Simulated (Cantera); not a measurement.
Charge: 1 mol AlBr₃, 0.27 mol NH₃, 20 mol H₂, equilibrated at 0.100 bar.

Cantera equilibrium calculation (NASA polynomials, part measured and part estimated; ideal gas, pure solids and liquids). Candidate condensed phases: Al, AlBr₃, AlN, Br₂; 19 gas species. Equilibrium is a limit: real reactors are often held back by kinetics, nucleation or transport.

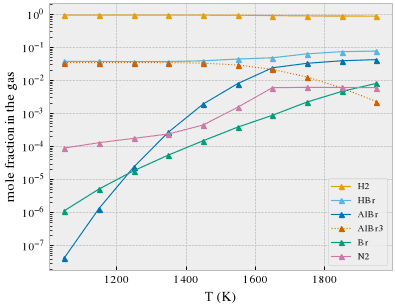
Figure. Equilibrium gas composition (values under 1e-9 drawn at 1e-9)

Task: Read off the mole fractions at 1450 K.

Result: H₂ about 0.93, HBr about 0.039, AlBr₃ about 0.033, AlBr about 0.0019, N₂ about 0.00044, Br about 0.00015.
